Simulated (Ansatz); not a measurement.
The figure comes from a scan of SiC (zinc blende): a phonon pattern at L = (0.5, 0.0, 0.0) is frozen into a 4-atom cell, Q being the largest atomic displacement. Level of theory: PBE (plane waves to 420 eV, PAW, scalar-relativistic; Ansatz, a quantum-chemistry and plane-wave program). k mesh 13×13×13 (Γ-centred), Fermi-Dirac smearing 0.05 eV. The energy includes the smearing's −TS. SiC was relaxed with its symmetry unable to fall. The zero of ΔE is the undisplaced structure.

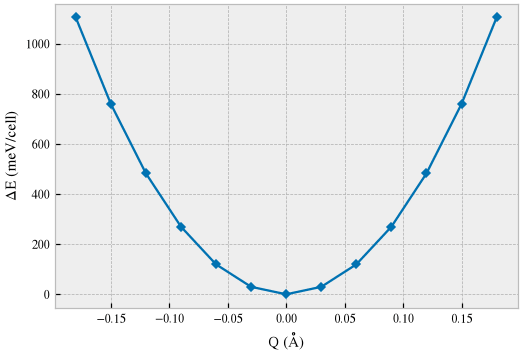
Fig. 1. ΔE (meV/cell) against Q (Å); markers are the computed points, lines only join them.

Read the plotted values off the figure, to the accuracy that the plot allows.

To the nearest 20:

```json
[
 {"Q (Å)": "-0.180", "ΔE (meV/cell)": "1100"},
 {"Q (Å)": "-0.150", "ΔE (meV/cell)": "760"},
 {"Q (Å)": "-0.120", "ΔE (meV/cell)": "480"},
 {"Q (Å)": "-0.090", "ΔE (meV/cell)": "260"},
 {"Q (Å)": "-0.060", "ΔE (meV/cell)": "120"},
 {"Q (Å)": "-0.030", "ΔE (meV/cell)": "20"},
 {"Q (Å)": "0.000", "ΔE (meV/cell)": "0"},
 {"Q (Å)": "0.030", "ΔE (meV/cell)": "20"},
 {"Q (Å)": "0.060", "ΔE (meV/cell)": "120"},
 {"Q (Å)": "0.090", "ΔE (meV/cell)": "260"},
 {"Q (Å)": "0.120", "ΔE (meV/cell)": "480"},
 {"Q (Å)": "0.150", "ΔE (meV/cell)": "760"},
 {"Q (Å)": "0.180", "ΔE (meV/cell)": "1100"}
]
```

(For displaced atoms, the force is minus the slope of the energy, and its curvature is a force constant, which sets phonon frequencies.)
